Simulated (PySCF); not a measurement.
BClH6NP, SMILES `[NH3+][BH-](P)Cl`.

Method: PBE0/def2-SVPD; geometry: GFN2-xTB; program: PySCF. No frequency check shows the geometry to be a minimum. GFN2-xTB bond lengths at metals and heavier atoms can be off by up to 0.1 Å and shapes distorted, which carries into these values.

Cartesian coordinates (Å):

```
N1       0.3285    1.7185   -0.1329
B2       0.0592    0.2626    0.5672
P3      -1.6510   -0.3897   -0.1863
Cl4      1.4675   -0.7294   -0.0703
H5       1.2433    2.0626    0.1545
H6       0.3410    1.5655   -1.1413
H7      -0.3973    2.3921    0.1042
H8       0.1056    0.3929    1.7413
H9      -1.6080   -1.6323    0.4113
H10     -2.4631    0.1211    0.8142
```

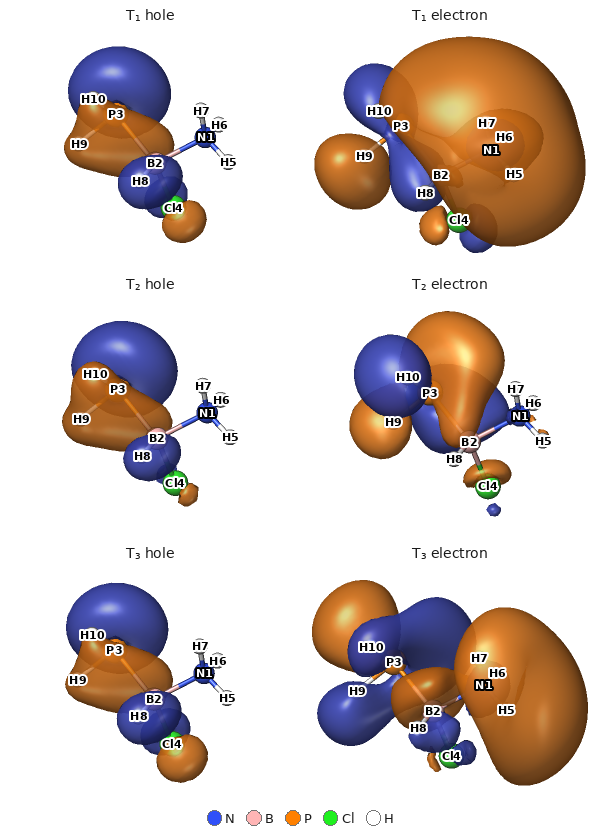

Leading natural transition orbitals (TDA triplet states).

**Describe these excited states.**

By state:
- T₁: 4.70 eV (264 nm), spin-forbidden from the singlet ground state, partly diffuse acceptor orbital; the leading pair carries 99 %; hole on P3 (64 %), B2 (13 %) and Cl4 (7 %), electron on H7 (20 %), P3 (19 %) and H6 (13 %) (atom shares of so diffuse an orbital are rough); their centroids lie 1.8 Å apart.
- T₂: 5.51 eV (225 nm), spin-forbidden from the singlet ground state; the leading pair carries 98 %; hole on P3 (72 %) and B2 (10 %), electron on P3 (53 %), H10 (17 %) and H9 (8 %); their centroids lie 0.3 Å apart.
- T₃: 5.98 eV (207 nm), spin-forbidden from the singlet ground state, diffuse (Rydberg-like) orbital; the leading pair carries 72 %; hole on P3 (54 %), Cl4 (20 %) and B2 (12 %), electron on P3 (32 %), H5 (17 %) and H7 (10 %) (atom shares of so diffuse an orbital are rough) (shares are of the whole state, not of the leading pair alone); their centroids lie 1.3 Å apart.
